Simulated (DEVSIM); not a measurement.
Structure: Schottky contact on n-type GaN, at 300 K.

```
layer (left to right)  material  thickness (μm)  Nd (cm⁻³)  τn (s)  τp (s)
---------------------  --------  --------------  ---------  ------  ------
1                           GaN           0.850     1.5e17  1.9e-8  1.9e-8
```

Left contact: Schottky, work function 5.4 eV, emission velocity 1.7e6 cm/s. Right contact: ohmic. Voltage is applied to the left contact. Recombination: SRH at mid-gap, Auger. Mobility is μmin + (μ − μmin)/(1 + (N/Nref)^α).

This is a model device: material constants are rounded textbook-type values typed into the input, and sizes, dopings and lifetimes were drawn at random. Values at 300 K.

```csv
parameter,GaN
gap (eV),3.43
affinity (eV),4.1
permittivity,9.5
Nc (cm⁻³),2.3e18
Nv (cm⁻³),4.6e19
μn (cm²/Vs),1200
μp (cm²/Vs),100
"μn,min",55
"μp,min",3
"Nref,n",2e17
"Nref,p",3e17
αn,1
αp,2
Cn (cm⁶/s),1e-30
Cp (cm⁶/s),1e-30
```

Model (solved in DEVSIM): 1D drift-diffusion, Boltzmann statistics, complete ionisation; no tunnelling, impact ionisation, image-force lowering or self-heating. Metal contacts follow the ideal Schottky-Mott rule: no Fermi-level pinning, no interface dipoles.

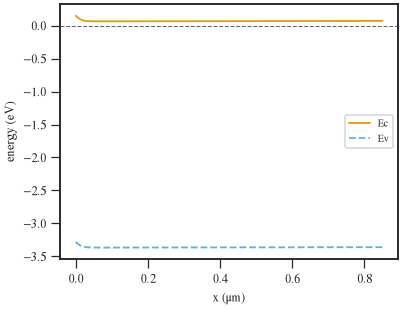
Band edges at 1.15 V on the left contact

Energies count from the Fermi level of the right contact; mesh points crowd at the junctions.

```csv
x (μm),Ec (eV),Ev (eV),n (cm⁻³),p (cm⁻³),field (V/cm)
0.000,0.150,-3.280,5.1e15,< 1e2,-58000
0.007879,0.112,-3.318,2.3e16,< 1e2,-39000
0.01655,0.086,-3.344,6.2e16,< 1e2,-21000
0.02954,0.070,-3.360,1.2e17,< 1e2,-6400
0.04937,0.065,-3.365,1.5e17,< 1e2,-790
0.07250,0.064,-3.366,1.5e17,< 1e2,≈ 0
0.09795,0.064,-3.365,1.5e17,< 1e2,76
0.1490,0.065,-3.365,1.5e17,< 1e2,81
0.2029,0.065,-3.365,1.5e17,< 1e2,81
0.2622,0.066,-3.364,1.5e17,< 1e2,81
0.3512,0.067,-3.364,1.5e17,< 1e2,81
0.4741,0.068,-3.362,1.5e17,< 1e2,81
0.5688,0.068,-3.362,1.5e17,< 1e2,81
0.6321,0.069,-3.361,1.5e17,< 1e2,81
0.7033,0.069,-3.361,1.5e17,< 1e2,81
0.7439,0.070,-3.360,1.5e17,< 1e2,81
0.7711,0.070,-3.360,1.5e17,< 1e2,81
0.7957,0.070,-3.360,1.5e17,< 1e2,81
0.8168,0.070,-3.360,1.5e17,< 1e2,81
0.8307,0.070,-3.360,1.5e17,< 1e2,81
0.8399,0.070,-3.360,1.5e17,< 1e2,81
0.8500,0.071,-3.359,1.5e17,< 1e2,81
```
